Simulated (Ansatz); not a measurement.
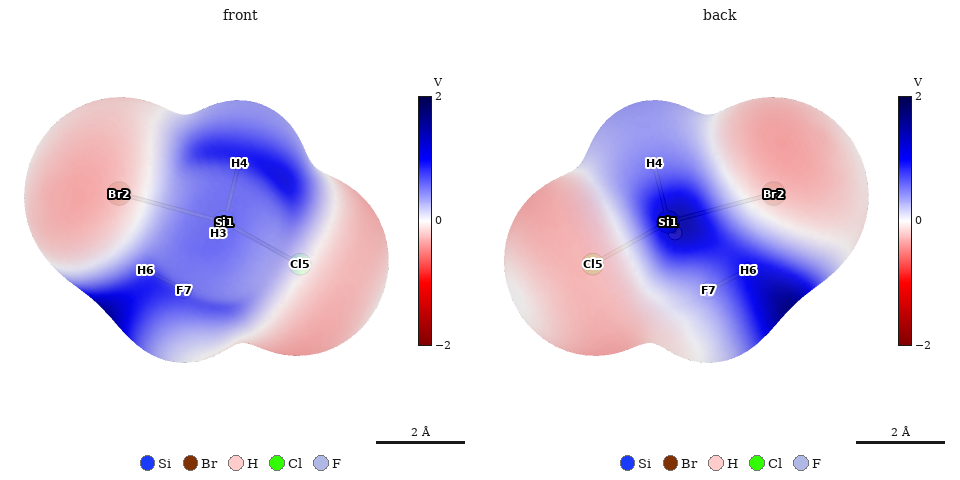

Figure. BrClH$_{2}$Si···HF. The molecular electrostatic potential painted on the density surface at 0.001 e/bohr³, seen from the front and from behind; the colour scale runs from red (negative) to blue (positive).

A transition-state structure; geometry: PBE0-D4/def2-TZVP.

Level of theory: RKS PBE0-D4/def2-TZVPP (Ansatz 0.2.0).

```xyz
7

Si   -0.2112    0.4854   -0.2180
Br    1.4173   -0.0714    1.6308
H     0.8395    0.8012   -1.1908
H    -0.7247    1.5337    0.6782
Cl   -1.9392    0.1372   -1.3059
H     0.6545   -1.4302    0.5752
F    -0.0359   -1.4559   -0.1695
```

Q: Where is the surface potential most negative and most positive?

A: The most negative region (about −0.4 V) lies over Br2 and Cl5, the most positive (about +1.6 V) over H6.
